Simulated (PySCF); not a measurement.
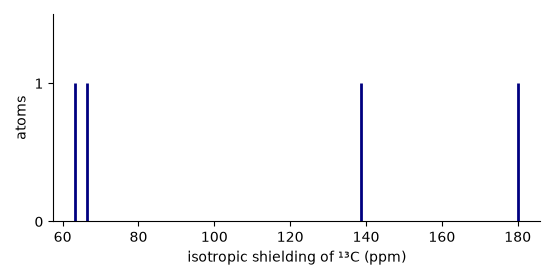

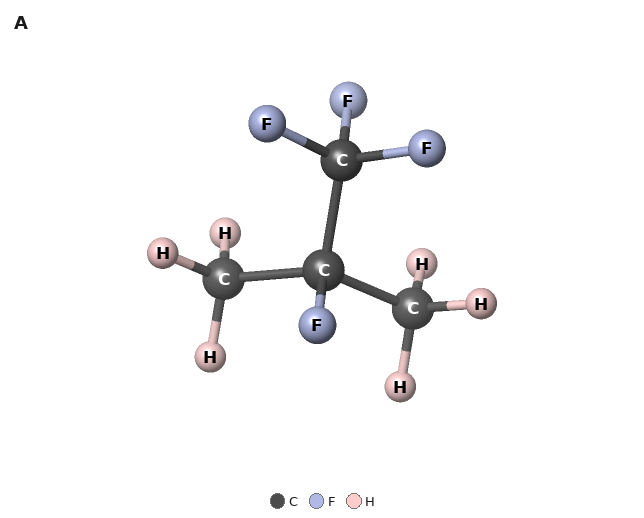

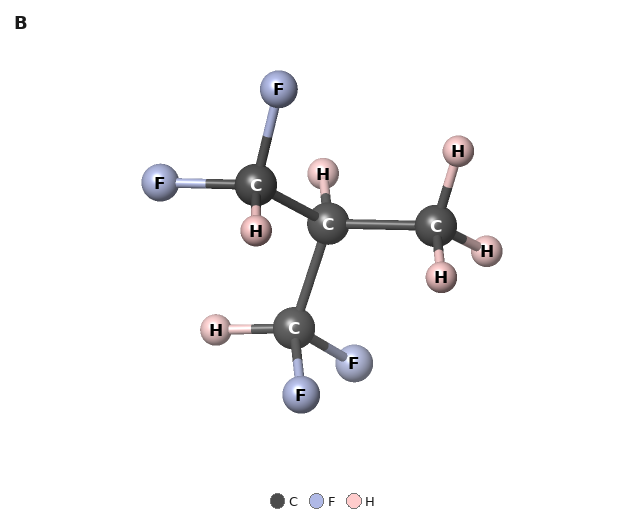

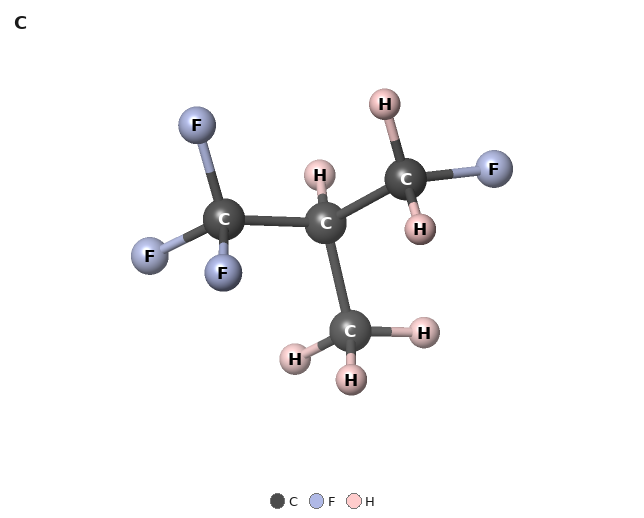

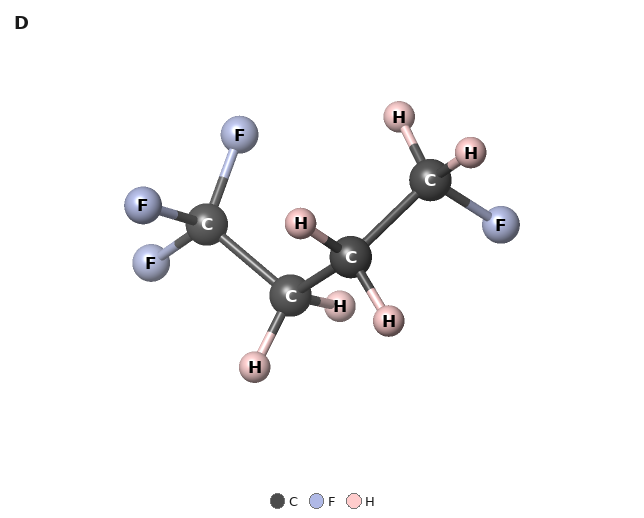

The sticks are computed shieldings of one of the molecules, for one fixed geometry (GFN2-xTB) without averaging over rotations. Low shielding means a high chemical shift. Method: GIAO PBE0/pcSseg-1 NMR shielding, non-relativistic, gas phase (PySCF 2.14.0).

### Which molecule gives this pattern?

B, `CC(C(F)F)C(F)F`. Its 4 C atoms give lines at 63.3, 66.3, 138.7, 180.1 ppm.
